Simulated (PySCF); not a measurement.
**C3H11BN2Si (SMILES C=C(C)[SiH2]B(N)N): density, localisation and related maps**

```csv
atom,x (Å),y (Å),z (Å)
C,-1.2476,1.1477,0.6882
C,-1.4184,0.1002,-0.1064
C,-2.7857,-0.4527,-0.3661
Si,0.0357,-0.7735,-0.9691
B,1.8010,-0.0589,-0.5004
N,2.1866,1.2482,-0.8441
N,2.7353,-0.8557,0.1833
H,-2.0736,1.6469,1.1772
H,-0.2698,1.5544,0.8920
H,-2.9873,-0.4575,-1.4359
H,-2.8349,-1.4847,-0.0223
H,-3.5605,0.1234,0.1381
H,-0.1596,-2.2113,-0.6496
H,-0.3211,-0.7063,-2.4099
H,1.5941,1.8929,-1.3346
H,3.0905,1.6360,-0.6289
H,2.5496,-1.7991,0.4704
H,3.6569,-0.5437,0.4417
```

Geometry: GFN2-xTB.

Level of theory: PySCF 2.14.0, PBE0/pcSseg-1, SCF density, gas phase, non-relativistic.

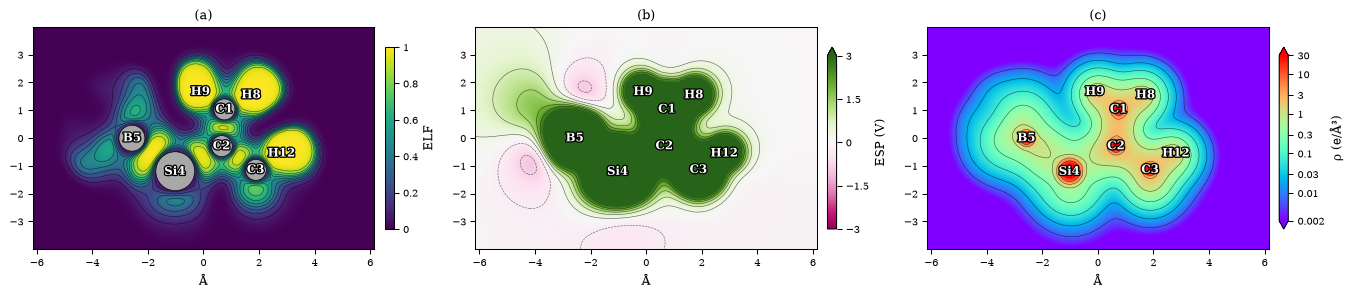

Figure 1. (a) electron localisation function; (b) molecular electrostatic potential; (c) total electron density on the plane of atoms C2, Si4 and B5. Grey discs cover the atomic cores in the ELF map.

**Read the bonding off the picture.**

- The plane passes through C, Si, B and H nuclei.
- C–C (1.33 Å): ρ at the midpoint is about 2.3 e/Å³; the ELF peaks at about 0.90 between the atoms (a short, multiple covalent bond).
- C–Si (1.90 Å): ρ at the midpoint is about 0.9 e/Å³; the ELF peaks at about 0.95 between the atoms, as expected for localised, covalent bonding.
- Si–B (1.96 Å): ρ is about 0.85 e/Å³ halfway; the ELF peaks at about 1 between the atoms (localised, covalent bonding).
- C–C (1.50 Å): the density is about 1.7 e/Å³ at the midpoint; the ELF peaks at about 0.95 between the atoms; a shared electron pair.
- C–H (1.08 Å): ρ is about 2 e/Å³ halfway; the ELF climbs to about 1 towards the hydrogen, as it does in any bond to H: an ordinary covalent bond to hydrogen.
- Outside the dense part of the molecule the potential is most negative (−0.9 V) near N7, which lies off the plane.

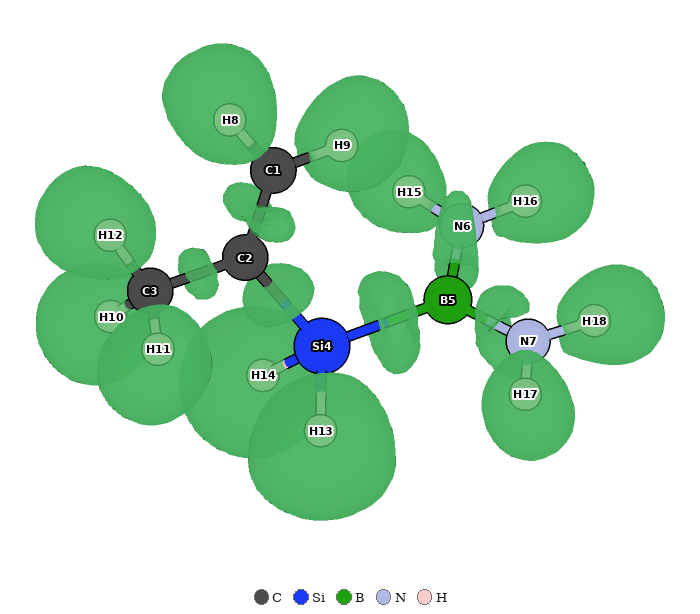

Figure 2. Isosurface of the electron localisation function at 0.85 (green), seen at a tilt. Only the valence region is drawn (cores and ρ < 0.01 e/Å³ removed).

**Describe the localisation domains.**

At this value the surface marks out two regions between bonded B–N atoms (shared pairs), one region between bonded B–Si atoms (shared pairs), two regions between bonded C–C atoms (shared pairs), one region between bonded C–Si atoms (shared pairs) and eleven regions around hydrogen nuclei.


 B–N (1.41 Å): the ELF peaks at about 0.95 between the atoms; a short, strongly polar bond.

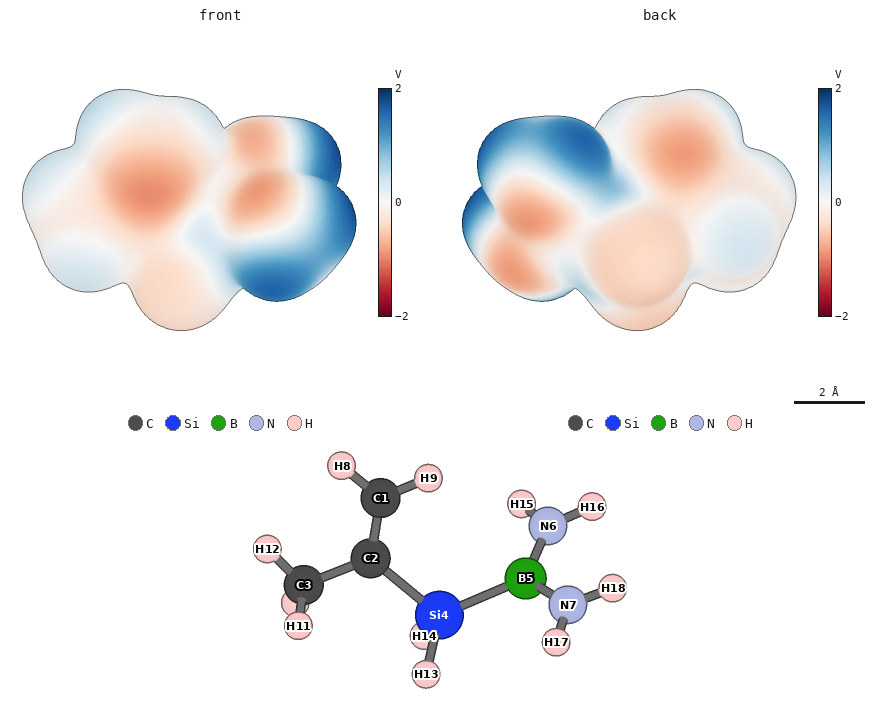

Figure 3. The molecular electrostatic potential painted on the density surface at 0.002 e/bohr³, seen from the front and from behind; the colour scale runs from red (negative) to blue (positive). The bare structure is drawn below in the same view.

**Describe the electrostatic potential map.**

The most negative region (about −0.9 V, or −21 kcal/mol for a unit charge) lies over C1, C2 and N6, the most positive (about +1.7 V, or +39 kcal/mol for a unit charge) over H16 and H18.
